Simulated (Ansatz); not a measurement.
# From Sn(NH2)4 to SnCl4: predicting a member

On one Sn centre, n of the NH2 ligands are replaced by Cl. The atomisation energy (no zero-point term) y in kJ/mol at CCSD(T)/def2-TZVPP. Shapes: PBE0-D4/def2-TZVP. Flexible molecules stand in one conformer, not always the lowest. Programs: Ansatz 0.2.0.

```
   molecule  n  y (kJ/mol)
   Sn(NH2)4  0        4037
 Sn(NH2)3Cl  1        3358
Sn(NH2)2Cl2  2        2670
 Sn(NH2)Cl3  3           ?
      SnCl4  4        1261
```

**Question.** Fit y = c + s·n to the known rows and predict Sn(NH2)Cl3.

**Answer.** 
1. Means of the 4 rows: n = 1.75000, y = 2831.5.
2. Σ(Δn)² = 8.75, Σ(Δn·Δy) = -6078.5, so the slope is -6078.5/8.75 = -694.69.
3. Intercept: 2831.5 − (-694.69) × 1.75000 = 4047.2. The largest residual of the fit is 12.
4. Sn(NH2)Cl3: 4047.2 + (-694.69) × 3 = 1963 kJ/mol.

The run gave 1967 kJ/mol, so the prediction is off by -4 kJ/mol, within the largest residual. The steps per swap are -679, -688, -703, -706 kJ/mol. The slope is the difference between a Sn–Cl and a Sn–NH2 bond with the ligands’ own bonds. Other levels give for Sn(NH2)Cl3: r2SCAN-D4/def2-TZVPP 2047; wB97X-V/def2-TZVPP 2066; CCSD/def2-TZVPP 1914 kJ/mol. Spin-orbit coupling of the free atoms (NH2 0, Cl 4 kJ/mol each; the atoms kept shift only the intercept) is left out. Coupled cluster in double- or triple-zeta sets underbinds by a few per cent against its basis-set limit. For atoms past krypton def2 sets carry core potentials with scalar relativity. Outer-core shells of Sn are correlated, in sets that cover them unevenly.

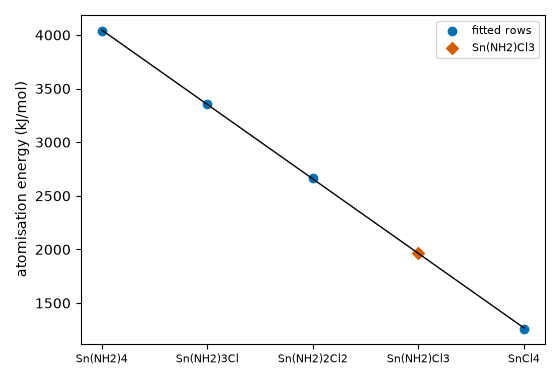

The fitted line, with the withheld member.
